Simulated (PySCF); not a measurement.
**[AlH3]− (SMILES [AlH3-]) at UCCSD(T)/SBKJC (core potential)**

Aim: the energy change on altering one bond length of [AlH3]− at UCCSD(T)/SBKJC (core potential), from 2 runs. 

The calculation is run with PySCF 2.14.0.

8 further runs of the same task are left out: 8 set aside as unsound or not needed.

## Step 1: The molecule

[AlH3]− has 4 atoms, charge -1, and is taken as a doublet. SMILES: `[AlH3-]`. The shape comes from GFN2-xTB, which is rough for such elements, and wasn't checked as a minimum.

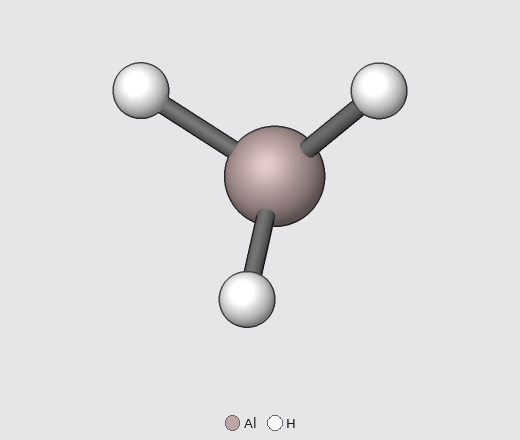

Viewed from a chosen angle; aluminium light grey, hydrogen white.

## Step 2: The energy at UCCSD(T)/SBKJC (core potential)

File job.py:

```python
from pyscf import gto, cc

mol = gto.M(
    atom='''
Al    -0.304359     0.860487    -0.580637
H      0.891800     1.424986     2.313856
H     -2.551338    -1.292308     0.095431
H      1.963898    -0.993164    -1.828669
''',
    basis='sbkjc',
    max_memory=1860,
    ecp={'Al': 'sbkjc'},
    charge=-1,
    unit='bohr',
    spin=1,
    verbose=3,
)

mf = mol.UHF()
mf.conv_tol = 1e-10
mf.kernel()
if not mf.converged:
    mf = mf.newton().run(mf.mo_coeff, mf.mo_occ)

mycc = cc.CCSD(mf)
mycc.kernel()
e_t = mycc.ccsd_t()
e_tot = mycc.e_tot + e_t
print('E = %.10f Eh' % e_tot)
```

Run with:

```console
$ OMP_NUM_THREADS=1 python job.py
```

The program printed:

```text
converged SCF energy = -3.58048936948541  <S^2> = 0.7530918  2S+1 = 2.0030894
E(UCCSD) = -3.640653222059777  E_corr = -0.06016385257436696
UCCSD(T) correction = -0.000747314385805562
E = -3.6414005364 Eh
```

Run time: 0.89 s. Hardware: 1 thread of Arm Neoverse V1, shared host; peak memory 0.12 GiB.

## Step 3: The distorted shape, same level

File start.xyz:

```xyz
4

Al     0.433478     1.024968    -0.486144
H      1.066458     1.323688     1.045556
H     -1.350110    -0.683860     0.050500
H      1.633788     0.044058    -1.146574
```

File run.py:

```python
from pyscf import gto, scf, cc

mol = gto.Mole()
mol.atom = 'start.xyz'
mol.ecp = {'Al': 'sbkjc'}
mol.max_memory = 1860
mol.charge = -1
mol.verbose = 4
mol.basis = 'sbkjc'
mol.spin = 1
mol.build()

hf = scf.UHF(mol)
hf.conv_tol = 1e-10
hf.kernel()
if not hf.converged:
    hf = hf.newton().run(hf.mo_coeff, hf.mo_occ)

mycc = cc.CCSD(hf)
mycc.kernel()
e_t = mycc.ccsd_t()
etot = mycc.e_tot + e_t
print('E(%s) = %.9f' % ('CCSD(T)', etot))
```

Run with:

```console
$ OMP_NUM_THREADS=1 python run.py
```

The program printed:

```text
PySCF version 2.14.0

[INPUT] num. atoms = 4
[INPUT] num. electrons = 7
[INPUT] charge = -1
[INPUT] spin (= nelec alpha-beta = 2S) = 1
[INPUT] symmetry False subgroup None
[INPUT] Mole.unit = angstrom
[INPUT] Symbol           X                Y                Z      unit          X                Y                Z       unit  Magmom
[INPUT]  1 Al     0.433478000000   1.024968000000  -0.486144000000 AA    0.819154701024   1.936908806443  -0.918679017101 Bohr   0.0
[INPUT]  2 H      1.066458000000   1.323688000000   1.045556000000 AA    2.015313543351   2.501407794373   1.975814487896 Bohr   0.0
[INPUT]  3 H     -1.350110000000  -0.683860000000   0.050500000000 AA   -2.551338138037  -1.292308107545   0.095431169291 Bohr   0.0
[INPUT]  4 H      1.633788000000   0.044058000000  -1.146574000000 AA    3.087411865601   0.083257553596  -2.166710841547 Bohr   0.0

nuclear repulsion = 3.0374859048526
number of shells = 10
number of NR pGTOs = 25
number of NR cGTOs = 14
basis = sbkjc
ecp = {'Al': 'sbkjc'}

******** <class 'pyscf.scf.uhf.UHF'> ********
method = UHF
initial guess = minao
damping factor = 0
level_shift factor = 0
DIIS = <class 'pyscf.scf.diis.CDIIS'>
diis_start_cycle = 1
diis_space = 8
diis_damp = 0
SCF conv_tol = 1e-10
SCF conv_tol_grad = None
SCF max_cycles = 50
direct_scf = True
direct_scf_tol = 1e-13
number electrons alpha = 4  beta = 3
Set gradient conv threshold to 1e-05
init E= -2.79539447842321
[... the frontier-level lines of each cycle are left out ...]

[... 78 lines left out ...]
SCF not converged.
SCF energy = -3.53184839032324 after 50 cycles  <S^2> = 0.75560884  2S+1 = 2.005601
[... 42 lines left out ...]
macro= 3  E= -3.53189181443233  delta_E= -2.86275e-07  |g|= 5.92588e-05  1 KF 7 JK
macro= 4  E= -3.53189181559551  delta_E= -1.16318e-09  |g|= 6.53356e-06  1 KF 6 JK
macro= 5  E= -3.53189181559551  delta_E= -1.77636e-15  |g|= 3.46959e-06  1 KF 2 JK
Canonicalize SCF orbitals
macro X = 6  E=-3.53189181559551  |g|= 3.46959e-06  total 9 KF 41 JK
converged SCF energy = -3.53189181559551  <S^2> = 0.78385461  2S+1 = 2.0335728

******** <class 'pyscf.cc.uccsd.UCCSD'> ********
CC2 = 0
CCSD nocc = (np.int64(4), np.int64(3)), nmo = (14, 14)
max_cycle = 50
direct = 0
conv_tol = 1e-07
conv_tol_normt = 1e-06
diis_space = 6
diis_start_cycle = 0
diis_start_energy_diff = 1e+09
Init t2, MP2 energy = -0.044385430907245
Init E_corr(UCCSD) = -0.0443854309230741
cycle = 1  E_corr(UCCSD) = -0.0578568248645869  dE = -0.0134713939  norm(t1,t2) = 0.0726069
cycle = 2  E_corr(UCCSD) = -0.0633207335155284  dE = -0.00546390865  norm(t1,t2) = 0.0417996
cycle = 3  E_corr(UCCSD) = -0.0693477151266782  dE = -0.00602698161  norm(t1,t2) = 0.0267162
cycle = 4  E_corr(UCCSD) = -0.0690678683034907  dE = 0.000279846823  norm(t1,t2) = 0.0102701
cycle = 5  E_corr(UCCSD) = -0.0695045950649814  dE = -0.000436726761  norm(t1,t2) = 0.00505236
cycle = 6  E_corr(UCCSD) = -0.0695231500691478  dE = -1.85550042e-05  norm(t1,t2) = 0.00176197
cycle = 7  E_corr(UCCSD) = -0.0695026441629417  dE = 2.05059062e-05  norm(t1,t2) = 0.000703452
cycle = 8  E_corr(UCCSD) = -0.0695234657192604  dE = -2.08215563e-05  norm(t1,t2) = 0.000385542
cycle = 9  E_corr(UCCSD) = -0.0695271087203743  dE = -3.64300111e-06  norm(t1,t2) = 0.000223717
cycle = 10  E_corr(UCCSD) = -0.0695212907532966  dE = 5.81796708e-06  norm(t1,t2) = 0.000115778
cycle = 11  E_corr(UCCSD) = -0.0695174929776851  dE = 3.79777561e-06  norm(t1,t2) = 4.55481e-05
cycle = 12  E_corr(UCCSD) = -0.0695176185245792  dE = -1.25546894e-07  norm(t1,t2) = 2.77261e-05
cycle = 13  E_corr(UCCSD) = -0.0695185222041662  dE = -9.03679587e-07  norm(t1,t2) = 1.4196e-05
cycle = 14  E_corr(UCCSD) = -0.0695184619197278  dE = 6.02844384e-08  norm(t1,t2) = 5.80879e-06
cycle = 15  E_corr(UCCSD) = -0.0695182367531041  dE = 2.25166624e-07  norm(t1,t2) = 2.60643e-06
cycle = 16  E_corr(UCCSD) = -0.0695181621965526  dE = 7.45565515e-08  norm(t1,t2) = 1.03439e-06
cycle = 17  E_corr(UCCSD) = -0.0695181625661899  dE = -3.69637279e-10  norm(t1,t2) = 3.18845e-07
UCCSD converged
E(UCCSD) = -3.601409978161701  E_corr = -0.06951816256618989
UCCSD(T) correction = -0.00124960714329998
E(CCSD(T)) = -3.602659585
```

Wall time 1.1 s (1 thread of Arm Neoverse V1, shared host); peak memory 0.12 GiB.

## Step 4: What came out

At UCCSD(T)/SBKJC (core potential):

```
                                                                   quantity        value
                                                  first shape: total energy  -3.64140 Eh
    first shape: HOMO energy (Hartree–Fock orbitals) (highest over α and β)     -1.53 eV
     first shape: LUMO energy (Hartree–Fock orbitals) (lowest over α and β)      6.27 eV
                                            first shape: correlation energy    -60.9 mEh
                                                first shape: (T) correction    -0.75 mEh
                             first shape: ⟨S²⟩ of the reference determinant        0.753
                                                 first shape: T1 diagnostic        0.015
                                              distorted shape: total energy  -3.60266 Eh
distorted shape: HOMO energy (Hartree–Fock orbitals) (highest over α and β)     -1.81 eV
 distorted shape: LUMO energy (Hartree–Fock orbitals) (lowest over α and β)      5.68 eV
                                        distorted shape: correlation energy    -70.8 mEh
                                            distorted shape: (T) correction    -1.25 mEh
                         distorted shape: ⟨S²⟩ of the reference determinant        0.784
                                             distorted shape: T1 diagnostic        0.038
         energy change with the Al1–H3 bond stretched from 1.685 to 2.528 Å     1.054 eV
```

What this shows: With the Al1–H3 bond stretched from 1.685 to 2.528 Å the energy rises by 1.05 eV (24 kcal/mol). The first shape isn't relaxed at this level, so the change isn't measured from a minimum. Mulliken charges (first shape) of the mean-field density run from -0.30 on H3 to -0.09 on Al1; they depend strongly on the basis. The triples (first shape) make up 1.2 % of the correlation energy. Mulliken charges (distorted shape) of the mean-field density run from -0.33 on H3 to -0.08 on Al1; they depend strongly on the basis. The triples (distorted shape) make up 1.8 % of the correlation energy.
